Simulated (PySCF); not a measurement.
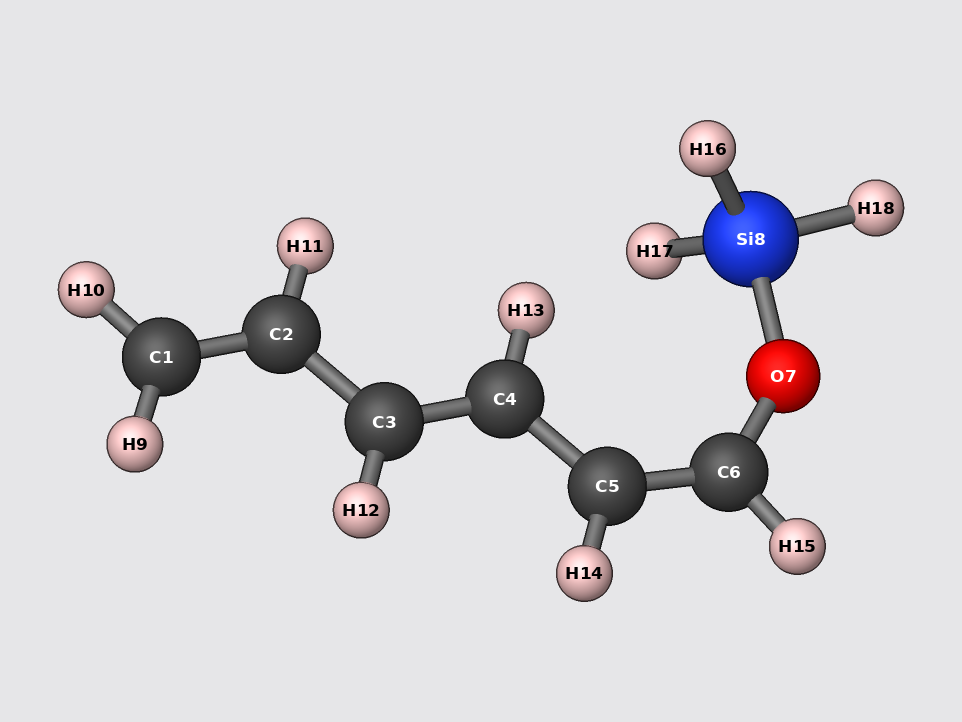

The computed structure is the end point of a GFN2-xTB optimisation. No frequency run is at hand to confirm it as a minimum. Method: GIAO PBE0/pcSseg-1 NMR shielding, non-relativistic, gas phase (PySCF 2.14.0). Principal shieldings σ11 ≤ σ22 ≤ σ33, span Ω = σ33 − σ11, skew κ = 3(σiso − σ22)/Ω.

Give the shielding tensors of the Si atoms.

| atom | σ11 | σ22 | σ33 | σiso | Ω | κ |
| --- | --- | --- | --- | --- | --- | --- |
| Si8 | 345.2 | 364.2 | 459.0 | 389.5 | 113.8 | 0.67 |

Shieldings and span in ppm.

The geometry is semi-empirical. Around Si such bond lengths and angles can be off by a tenth of an ångström or more and by several degrees, and values that hang on the shape move with them.
